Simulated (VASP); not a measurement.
Band structure of TiS$_{2}$ (1T layered). Calculation: PBE GGA with D3 dispersion (Becke-Johnson damping), VASP's PBE PAW potentials (set 64) (plane waves; VASP).

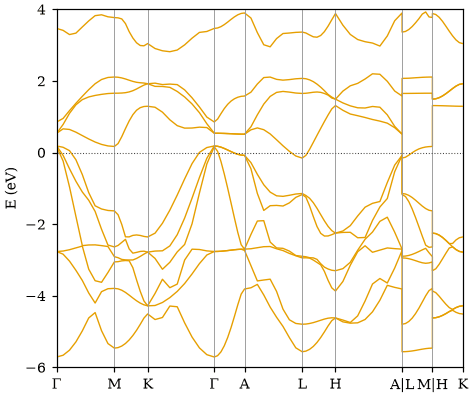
Figure: Bands along high-symmetry lines, zero at the valence-band maximum or, without a gap, the Fermi level

### Question
Read the plot: is there a gap, and where are the band edges?

### Answer
It has no gap at this level: it comes out as a metal or semimetal. (Edges off the drawn lines would not show.)

The compound is TiS2 in the 1T layered structure. It was relaxed first, which changed the volume by -6 %.
